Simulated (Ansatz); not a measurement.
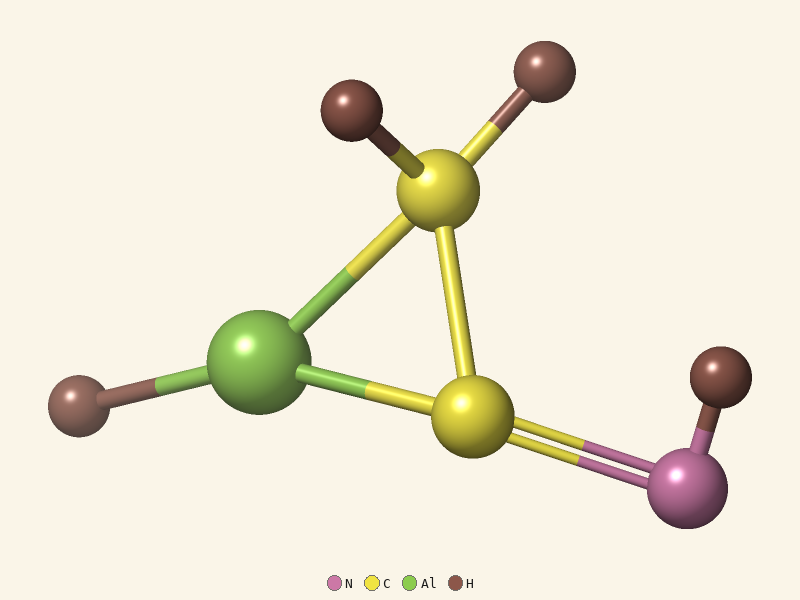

The picture shows the input geometry.

Ansatz 0.2.0 input:

```yaml
crystal:
  periodic: [false, false, false]
  atoms:
    - {symbol: N, position_ang: [-1.409911, 1.256886, -0.837760]}
    - {symbol: C, position_ang: [-0.459422, 0.076204, -0.677929]}
    - {symbol: C, position_ang: [0.676225, 0.236572, 0.455864]}
    - {symbol: Al, position_ang: [-0.024698, -1.351370, 0.283843]}
    - {symbol: H, position_ang: [-0.804948, 1.740629, -0.627011]}
    - {symbol: H, position_ang: [0.968494, 1.105173, 1.056977]}
    - {symbol: H, position_ang: [1.652716, 0.028766, 0.046620]}
    - {symbol: H, position_ang: [-0.193399, -2.764722, 0.885905]}
basis:
  gaussian: {orbitals: def2-TZVPP}
hamiltonian: {xc: {name: CAM-B3LYP}, dispersion: d4}
output: {forces: true}
```

Command:

```sh
ansatz run in.yaml --threads 2 --pin off --events-out ev --progress --plain --max-ram 4352MiB
```

Result:

```
Functional definition: CAM-B3LYP
  name "CAM-B3LYP"
  cite "Yanai, Tew & Handy, Chem. Phys. Lett. 393, 51 (2004) doi:10.1016/j.cplett.2004.06.011"
  cite "Iikura, Tsuneda, Yanai & Hirao, J. Chem. Phys. 115, 3540 (2001) doi:10.1063/1.1383587"
  cite "Becke, Phys. Rev. A 38, 3098 (1988) doi:10.1103/PhysRevA.38.3098"
  cite "Lee, Yang & Parr, Phys. Rev. B 37, 785 (1988) doi:10.1103/PhysRevB.37.785"
  cite "Vosko, Wilk & Nusair, Can. J. Phys. 58, 1200 (1980) doi:10.1139/p80-159"
  parameter alpha = 0.19
  parameter beta = 0.46
  parameter omega = 0.33/bohr
  parameter ac = 0.81
  # Exact exchange under (alpha + beta erf(omega r))/r, Becke's under what is left of 1/r.
  exchange = (1 - alpha - beta)*b88_x + beta*b88_x_sr(omega) + alpha*exact_x + beta*exact_x_lr(omega)
  correlation = (1 - ac)*vwn5_c + ac*lyp_c
1039 factors; their error is unknown
273 factors; integrals over basis functions are off by at most 2.1e-5 eV
mean field evaluation 1: about -10209.3456 eV, gradient 6.6e1 eV
mean field evaluation 2: about -10195.6946 eV, gradient 9.6e1 eV
mean field evaluation 4: about -10218.6282 eV, gradient 9.7e0 eV
mean field evaluation 8: about -10218.8337 eV, gradient 2.2e-1 eV
mean field evaluation 16: about -10218.8364 eV, gradient 1.0e-3 eV
mean field -10218.83643198 eV, -375.5353122992 hartree, gradient 3.5e-5 eV, S^2 0.000000; 0 other end points of the search recorded, 0 dependent functions left out
the calculation of the forces begins
reference -10218.83655080 eV, -375.5353166656 hartree; 18, 18 occupied and 173, 173 virtual orbitals, 1039 factors
Total energy: -10218.95794940 eV, -375.5397779821 hartree
Atom 0 at    -1.409911     1.256886    -0.837760 Å, force    -8.429100   -18.276994    -5.020251 eV/Å
Atom 1 at    -0.459422     0.076204    -0.677929 Å, force    -4.580649     7.641526    -0.100259 eV/Å
Atom 2 at     0.676225     0.236572     0.455864 Å, force     1.181269     3.186832    -0.611719 eV/Å
Atom 3 at    -0.024698    -1.351370     0.283843 Å, force    -1.272419    -4.635451     1.227614 eV/Å
Atom 4 at    -0.804948     1.740629    -0.627011 Å, force    13.385727    13.091686     5.529533 eV/Å
Atom 5 at     0.968494     1.105173     1.056977 Å, force    -1.132681     0.018616    -0.096797 eV/Å
Atom 6 at     1.652716     0.028766     0.046620 Å, force     0.794976    -0.664200    -0.800066 eV/Å
Atom 7 at    -0.193399    -2.764722     0.885905 Å, force     0.052877    -0.362015    -0.128055 eV/Å
Dipole moment:     0.696361    -0.490647     0.346273 e Å
```

Self-consistency was reached.
